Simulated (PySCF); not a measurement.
# BGeH4 (SMILES [BH2][GeH2]) at U-wB97M-V/cc-pVDZ (density fitting, nlc grid 1)

What is the vertical ionisation energy of BGeH4 at U-wB97M-V/cc-pVDZ (density fitting, nlc grid 1)? Input form: a Python script.

The calculation is run with PySCF 2.14.0.

2 further runs of the same task are left out: 2 set aside as unsound or not needed.

### 1 The system as given

BGeH4 has 6 atoms, charge 0, and is taken as a doublet. As SMILES, `[BH2][GeH2]`. The shape comes from GFN2-xTB, which is rough for such elements, and wasn't checked as a minimum.

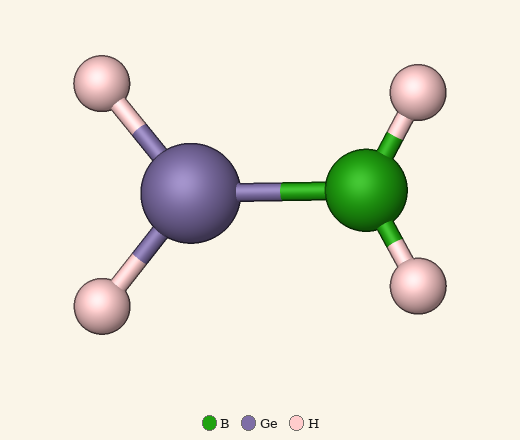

The structure, seen from a chosen angle (boron green, germanium purple, hydrogen pink).

### 2 The energy at U-wB97M-V/cc-pVDZ (density fitting, nlc grid 1)

File calc.py:

```python
from pyscf import gto, dft
from pyscf import df

mol = gto.M(
    atom='''
B     -0.024188    -2.058989     0.235895
Ge     0.024056     1.549821    -0.170831
H     -1.463801    -2.968061     1.645101
H      1.399361    -3.290750    -0.921657
H      1.684993     3.198324    -1.863138
H     -1.620421     3.569636     1.074631
''',
    spin=1,
    basis='cc-pvdz',
    charge=0,
    verbose=4,
    unit='bohr',
    max_memory=1860,
)

myscf = dft.UKS(mol, xc='wb97m-v')
myscf = myscf.density_fit(auxbasis=df.aug_etb(mol, beta=2.0))
myscf.conv_tol = 1e-10
myscf.grids.level = 4
myscf.nlcgrids.level = 1
myscf.kernel()
if not myscf.converged:
    myscf = myscf.newton().run(myscf.mo_coeff, myscf.mo_occ)

e_final = myscf.e_tot
print('E(%s) = %.9f' % ('WB97M-V', e_final))
```

The run is started by

```bash
OMP_NUM_THREADS=1 python calc.py
```

Output:

```text
PySCF version 2.14.0

[... 82 lines left out ...]
WARN: HOMO -0.170457594015315 >= LUMO -0.170457594015314
[... 46 lines left out ...]
converged SCF energy = -2103.99925524385  <S^2> = 0.75175961  2S+1 = 2.0017588
E(WB97M-V) = -2103.999255244
```

Wall time 45 s (1 thread of Arm Neoverse V1, shared host); peak memory 0.36 GiB.

### 3 The singlet cation

File job.py:

```python
from pyscf import gto, dft
from pyscf import df

mol = gto.M(
    atom='''
B     -0.024188    -2.058989     0.235895
Ge     0.024056     1.549821    -0.170831
H     -1.463801    -2.968061     1.645101
H      1.399361    -3.290750    -0.921657
H      1.684993     3.198324    -1.863138
H     -1.620421     3.569636     1.074631
''',
    max_memory=1860,
    unit='bohr',
    charge=1,
    verbose=3,
    basis='cc-pvdz',
)

myscf = dft.RKS(mol, xc='wb97m-v')
myscf = myscf.density_fit(auxbasis=df.aug_etb(mol, beta=2.0))
myscf.conv_tol = 1e-10
myscf.nlcgrids.level = 1
myscf.grids.level = 4
myscf.kernel()
if not myscf.converged:
    myscf = myscf.newton().run(myscf.mo_coeff, myscf.mo_occ)

e_tot = myscf.e_tot
print('Final energy', e_tot)
```

The run is started by

```bash
OMP_NUM_THREADS=1 python job.py
```

Output:

```text
converged SCF energy = -2103.69114341292
Final energy -2103.6911434129206
```

Run time: 30 s. Hardware: 1 thread of Arm Neoverse V1, shared host; peak memory 0.31 GiB.

### 4 Outcome

At U-wB97M-V/cc-pVDZ (density fitting, nlc grid 1):

| quantity | value |
| --- | --- |
| doublet BGeH4: total energy | -2103.99926 Eh |
| doublet BGeH4: dipole moment | 0.67 D |
| doublet BGeH4: HOMO energy (highest over α and β) | -8.22 eV |
| doublet BGeH4: LUMO energy (lowest over α and β) | -1.57 eV |
| doublet BGeH4: ⟨S²⟩ | 0.752 |
| singlet cation: total energy | -2103.69114 Eh |
| singlet cation: HOMO energy | -17.64 eV |
| singlet cation: LUMO energy | -8.58 eV |
| singlet cation: HOMO–LUMO gap | 9.06 eV |
| vertical ionisation energy (to the singlet cation) | 8.384 eV |

Removing an electron at fixed nuclei costs 8.38 eV (193 kcal/mol). Only the singlet of the ionised species was computed; a triplet could lie lower. Mulliken charges (doublet BGeH4) run from -0.05 on B1 to +0.18 on Ge2; they depend strongly on the basis.
